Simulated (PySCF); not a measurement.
# Lu(OH)3(NH3): other functionals and bases at one geometry

How far do other levels of theory move the description of Lu(OH)3(NH3), and what does each cost? The species was built from a template and needn't be a known compound.

Method: several levels, as the steps say, no spin–orbit coupling; program: PySCF 2.14.0.

1 further run of the same task is left out (for a known fault of the program).

### 1 The system as given

11 atoms, charge 0, spin multiplicity 1.

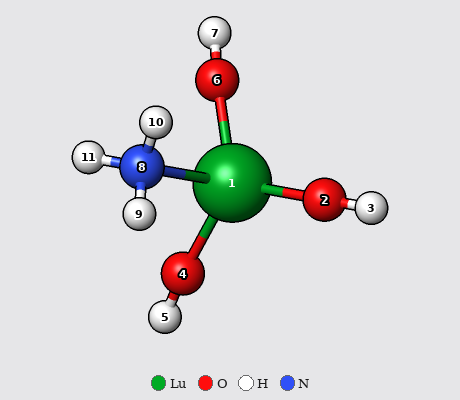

The geometry (lutetium green, oxygen red, hydrogen white, nitrogen blue); atoms are numbered from 1 in the order of the file.

As a file:

```xyz
11
charge 0, multiplicity 1
Lu    0.1411   -0.1914    0.2389
O     1.1386    1.2878    1.1768
H     1.6633    1.9095    1.6743
O    -1.3853   -1.0808    1.2090
H    -2.0274   -1.5454    1.7399
O     1.0840   -1.2101   -1.2235
H     1.5866   -1.7384   -1.8379
N    -1.2019    1.2260   -1.2065
H    -1.7921    1.8616   -0.6689
H    -0.6188    1.7990   -1.8173
H    -1.8178    0.6757   -1.8058
```

Formal oxidation states: Lu +3. Each metal's 14 4f electrons lie in its core potential, so multiplicities, spins and levels count the valence alone. An earlier session relaxed this geometry at PBE0, Lu lcecp-1-SVP with ECP60, O def2-SVP, H def2-SVP, N def2-SVP (singlet, point group Cs).

At PBE0 on the finer grid: E = -323.727678 Eh, HOMO -7.00 eV, LUMO -0.07 eV, Mulliken charge on Lu1 +0.82 e, largest force component 0.021 eV/Å. 

Levels to run: PBE; CAM-B3LYP; PBE0, TZVP. Hardware: 2 threads of AMD EPYC 9R45 (Zen 5), shared host.

### 2 PBE

run.py (the lines that set the calculation) reads:

```python
mol = gto.M(atom='''
Lu     0.14111    -0.19144     0.23890
O      1.13856     1.28779     1.17678
H      1.66334     1.90952     1.67425
O     -1.38526    -1.08075     1.20901
H     -2.02737    -1.54544     1.73987
O      1.08400    -1.21013    -1.22350
H      1.58661    -1.73844    -1.83789
N     -1.20187     1.22599    -1.20648
H     -1.79210     1.86161    -0.66889
H     -0.61878     1.79900    -1.81732
H     -1.81780     0.67573    -1.80585''',
    basis={'Lu': 'lcecp-1-SVP', 'O': 'def2-SVP', 'H': 'def2-SVP', 'N': 'def2-SVP'},
    ecp={'Lu': 'lcecp-1-SVP'},
    charge=0, spin=0)
mf = dft.RKS(mol, xc='PBE')
mf.grids.atom_grid = (75, 302)  # f atoms: unpruned, at least (60, 302)
mf = mf.density_fit()  # fitting sets: Lu AutoAux, O def2-universal-JKFIT, H def2-universal-JKFIT, N def2-universal-JKFIT
mf.conv_tol = 1e-08; mf.max_cycle = 55
mf.kernel(dm0)  # dm0: the density of the relaxed state
```

Started as:

```bash
> OMP_NUM_THREADS=2 python run.py
```

Log:

```text
init E= -323.732001066218
  HOMO = -0.186480426432932  LUMO = -0.0292379009967974  gap/eV = 4.27879
cycle= 1 E= -323.733961708699  delta_E= -0.00196  |g|= 0.103  |ddm|= 0.301
  HOMO = -0.211611981673648  LUMO = -0.0291070790890728  gap/eV = 4.96621
cycle= 2 E= -323.723318361146  delta_E= 0.0106  |g|= 0.251  |ddm|= 0.273
  HOMO = -0.194880879217373  LUMO = -0.0295709233632309  gap/eV = 4.49831
cycle= 3 E= -323.736458370526  delta_E= -0.0131  |g|= 0.015  |ddm|= 0.173
  HOMO = -0.195786574969918  LUMO = -0.0301120276584363  gap/eV = 4.50823
cycle= 4 E= -323.736527634542  delta_E= -6.93e-05  |g|= 0.0031  |ddm|= 0.0223
  HOMO = -0.195430322092214  LUMO = -0.0300903746251677  gap/eV = 4.49913
cycle= 5 E= -323.73652949067  delta_E= -1.86e-06  |g|= 0.000857  |ddm|= 0.00275
  HOMO = -0.195401147070908  LUMO = -0.0300612002717635  gap/eV = 4.49913
cycle= 6 E= -323.736529646849  delta_E= -1.56e-07  |g|= 0.000108  |ddm|= 0.000739
  HOMO = -0.195396040042303  LUMO = -0.0300600346708997  gap/eV = 4.49902
cycle= 7 E= -323.736529649169  delta_E= -2.32e-09  |g|= 2.4e-05  |ddm|= 0.000109
  HOMO = -0.195399916088292  LUMO = -0.0300591129582735  gap/eV = 4.49915
Extra cycle  E= -323.73652964863  delta_E= 5.39e-10  |g|= 5.69e-05  |ddm|= 5.93e-05
converged SCF energy = -323.73652964863
```

It took 7 s on 2 threads of AMD EPYC 9R45 (Zen 5), shared host.

It gives: E = -323.736530 Eh, HOMO -5.32 eV, LUMO -0.82 eV, Mulliken charge on Lu1 +0.57 e, largest force component 0.380 eV/Å. 

### 3 CAM-B3LYP

run.py (the lines that set the calculation): that of step 2 with these lines changed.

```diff
@@ -15,3 +15,3 @@
     charge=0, spin=0)
-mf = dft.RKS(mol, xc='PBE')
+mf = dft.RKS(mol, xc='CAMB3LYP')
 mf.grids.atom_grid = (75, 302)  # f atoms: unpruned, at least (60, 302)
```

Started as:

```bash
> OMP_NUM_THREADS=2 python run.py
```

Log:

```text
init E= -323.919530608077
  HOMO = -0.311429231109154  LUMO = 0.0236333922571283  gap/eV = 9.11752
cycle= 1 E= -323.920946563697  delta_E= -0.00142  |g|= 0.0396  |ddm|= 0.122
  HOMO = -0.304581521548171  LUMO = 0.0232112133784597  gap/eV = 8.91969
cycle= 2 E= -323.920703081828  delta_E= 0.000243  |g|= 0.0551  |ddm|= 0.0641
  HOMO = -0.310646919281719  LUMO = 0.0226718238673485  gap/eV = 9.07006
cycle= 3 E= -323.921261780662  delta_E= -0.000559  |g|= 0.00228  |ddm|= 0.034
  HOMO = -0.310612951554038  LUMO = 0.0225634950802203  gap/eV = 9.06619
cycle= 4 E= -323.92126259736  delta_E= -8.17e-07  |g|= 0.00154  |ddm|= 0.00292
  HOMO = -0.310712856683626  LUMO = 0.0225799551433958  gap/eV = 9.06936
cycle= 5 E= -323.921263121356  delta_E= -5.24e-07  |g|= 9.25e-05  |ddm|= 0.00118
  HOMO = -0.310709205339304  LUMO = 0.0225779385244742  gap/eV = 9.06921
cycle= 6 E= -323.921263125565  delta_E= -4.21e-09  |g|= 2.02e-05  |ddm|= 0.000208
  HOMO = -0.310704451883615  LUMO = 0.0225801246875044  gap/eV = 9.06914
Extra cycle  E= -323.921263125771  delta_E= -2.07e-10  |g|= 1.18e-05  |ddm|= 4.5e-05
converged SCF energy = -323.921263125771
```

It took 7.8 s on 2 threads of AMD EPYC 9R45 (Zen 5), shared host.

It gives: E = -323.921263 Eh, HOMO -8.45 eV, LUMO 0.61 eV, Mulliken charge on Lu1 +0.77 e, largest force component 0.074 eV/Å. 

### 4 PBE0, TZVP

Basis: Lu lcecp-1-TZVP with ECP60, O def2-TZVP, H def2-TZVP, N def2-TZVP. 

run.py (the lines that set the calculation): that of step 3 with these lines changed.

```diff
@@ -12,6 +12,6 @@
 H     -1.81780     0.67573    -1.80585''',
-    basis={'Lu': 'lcecp-1-SVP', 'O': 'def2-SVP', 'H': 'def2-SVP', 'N': 'def2-SVP'},
-    ecp={'Lu': 'lcecp-1-SVP'},
+    basis={'Lu': 'lcecp-1-TZVP', 'O': 'def2-TZVP', 'H': 'def2-TZVP', 'N': 'def2-TZVP'},
+    ecp={'Lu': 'lcecp-1-TZVP'},
     charge=0, spin=0)
-mf = dft.RKS(mol, xc='CAMB3LYP')
+mf = dft.RKS(mol, xc='PBE0')
 mf.grids.atom_grid = (75, 302)  # f atoms: unpruned, at least (60, 302)
@@ -19,2 +19,2 @@
 mf.conv_tol = 1e-08; mf.max_cycle = 55
-mf.kernel(dm0)  # dm0: the density of the relaxed state
+mf.kernel(dm0)  # dm0: free metal ions and neutral atoms
```

Started as:

```bash
> OMP_NUM_THREADS=2 python run.py
```

Log:

```text
init E= -327.808225505336
  HOMO = -0.334042751046663  LUMO = -0.0795432584114018  gap/eV = 6.92528
cycle= 1 E= -323.916405110453  delta_E= 3.89  |g|= 0.825  |ddm|= 2.54
  HOMO = -0.140329412371249  LUMO = -0.0250457125346202  gap/eV = 3.13703
cycle= 2 E= -323.791973191165  delta_E= 0.124  |g|= 1.21  |ddm|= 1.34
  HOMO = -0.267848465769327  LUMO = -0.0160578402115235  gap/eV = 6.85157
cycle= 3 E= -324.058042432767  delta_E= -0.266  |g|= 0.182  |ddm|= 0.744
  HOMO = -0.263405329878953  LUMO = -0.0143209638089701  gap/eV = 6.77793
cycle= 4 E= -324.063561483867  delta_E= -0.00552  |g|= 0.0698  |ddm|= 0.138
  HOMO = -0.266657607499491  LUMO = -0.0131333873412061  gap/eV = 6.89875
cycle= 5 E= -324.064554861873  delta_E= -0.000993  |g|= 0.0138  |ddm|= 0.0482
  HOMO = -0.266254195995282  LUMO = -0.0125522848261745  gap/eV = 6.90358
cycle= 6 E= -324.064590380514  delta_E= -3.55e-05  |g|= 0.00283  |ddm|= 0.00875
  HOMO = -0.266363715149953  LUMO = -0.0126919981646481  gap/eV = 6.90276
cycle= 7 E= -324.064592162775  delta_E= -1.78e-06  |g|= 0.000325  |ddm|= 0.0026
  HOMO = -0.266347858138468  LUMO = -0.012671018739848  gap/eV = 6.90290
cycle= 8 E= -324.064592189068  delta_E= -2.63e-08  |g|= 3.14e-05  |ddm|= 0.000433
  HOMO = -0.266346977356616  LUMO = -0.0126705931888154  gap/eV = 6.90289
cycle= 9 E= -324.064592189206  delta_E= -1.38e-10  |g|= 2.35e-05  |ddm|= 3.86e-05
  HOMO = -0.26634690532091  LUMO = -0.0126702022698204  gap/eV = 6.90289
Extra cycle  E= -324.064592189  delta_E= 2.06e-10  |g|= 4.18e-05  |ddm|= 3.16e-05
converged SCF energy = -324.064592189
```

Wall time 16 s (2 threads of AMD EPYC 9R45 (Zen 5), shared host).

Result: E = -324.064592 Eh, HOMO -7.25 eV, LUMO -0.34 eV, Mulliken charge on Lu1 +1.53 e, largest force component 0.222 eV/Å. 

### 5 All levels side by side

| level | state | HOMO (eV) | gap (eV) | charge on Lu1 (e) | dipole (D) | largest force (eV/Å) | basis functions | time |
| --- | --- | --- | --- | --- | --- | --- | --- | --- |
| PBE0 (relaxed here) | singlet | -7.00 | 6.93 | 0.82 | 4.19 | 0.02 | 119 | 18 s |
| PBE | singlet | -5.32 | 4.50 | 0.57 | 4.15 | 0.38 | 119 | 7 s |
| CAM-B3LYP | singlet | -8.45 | 9.07 | 0.77 | 4.19 | 0.07 | 119 | 7.8 s |
| PBE0, TZVP | singlet | -7.25 | 6.90 | 1.53 | 4.20 | 0.22 | 207 | 16 s |

Times are on 2 threads of AMD EPYC 9R45 (Zen 5), shared host; the first row also made further properties.

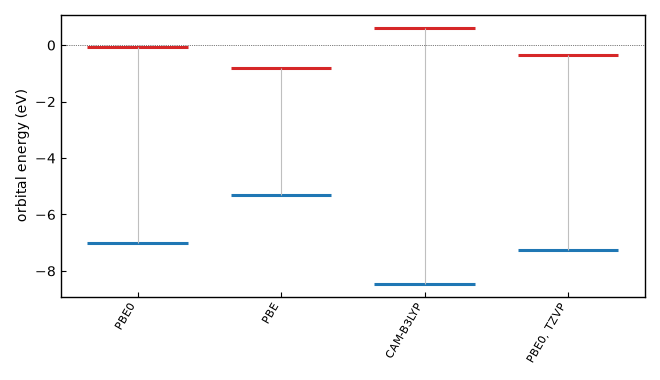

Highest filled and lowest empty level, method by method.

In one basis the HOMO–LUMO gap runs from 4.50 eV (PBE) to 9.07 eV (CAM-B3LYP). The largest leftover force, 0.38 eV/Å with PBE, stands at a geometry relaxed at another level. The Mulliken charge on Lu spans +0.57 to +1.53 e over the levels. With 4f in the core, its levels are missing from HOMO and gap. Total energies of different levels can't be compared. Spin–orbit coupling is left out throughout.
